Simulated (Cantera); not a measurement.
A closed system holds: 1 mol Cu, 7.7 mol CO, 1.7 mol N2, held at 948.15 K.

Cantera equilibrium calculation (NASA polynomials, part measured and part estimated; ideal gas, pure solids and liquids). Candidate condensed phases: C, Cu, CuO, Cu2O; 27 gas species. Equilibrium is a limit: real reactors are often held back by kinetics, nucleation or transport.

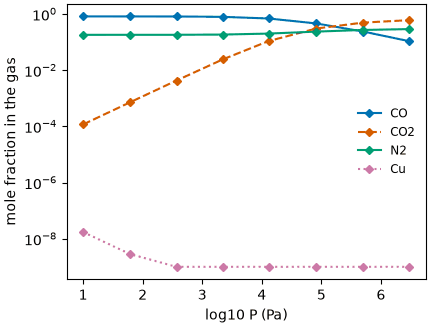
Figure: Equilibrium gas composition (values under 1e-9 drawn at 1e-9)

Task: Read off the mole fractions at 0.820 bar.

Result: CO about 0.46, CO2 about 0.30, N2 about 0.24.
